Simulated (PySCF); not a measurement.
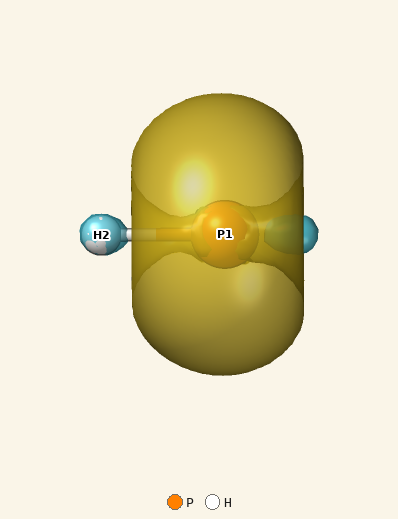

PH (triplet). Isosurfaces of the spin density at +0.04 (yellow) and −0.04 e/Å³ (cyan), seen from one side.

Theory: PBE0/def2-TZVPPD, non-relativistic Hamiltonian with scalar-relativistic core potentials where named, at a bond length of 1.428 Å (PySCF 2.14.0).

Which atoms carry the spin?

The unpaired spin (2 electrons) lies mostly on P1 (about 1.9) and H2 (about 0.1), in electrons by Hirshfeld's partition.
